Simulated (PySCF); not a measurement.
```xyz
14

B     1.6610   -0.3862   -0.1739
C     0.2686    0.2305   -0.3121
C    -0.9649   -0.1223   -1.1319
C    -1.3174    0.0917    0.3423
C    -0.2028   -0.8091    0.8455
C    -0.4608    1.3592    0.4031
H     2.4139    0.0763    0.5927
H     1.9439   -1.3052   -0.8400
H    -1.0335   -1.1302   -1.5263
H    -1.3128    0.6245   -1.8358
H    -0.2755   -1.8586    0.5898
H     0.1379   -0.6361    1.8585
H    -0.0806    1.6669    1.3709
H    -0.7778    2.1982   -0.2050
```

Geometry: GFN2-xTB.

All numbers below come from UKS B3LYP, pcH-1 on B C H, non-relativistic, mean-field spin-orbit, GIAO in PySCF.

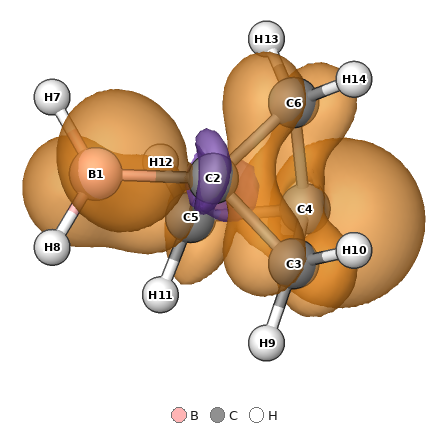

C₅H₈B (SMILES BC12C[C](C1)C2) (doublet). Isosurfaces of the spin density at +0.015 (orange) and −0.015 e/Å³ (purple), seen at a tilt.

> Where is the unpaired spin?

The unpaired spin (1 electron) lies mostly on C4 (about 0.5), B1 (about 0.2), C5 (about 0.1), C3 (about 0.1) and C6 (about 0.1), in electrons by Hirshfeld's partition.
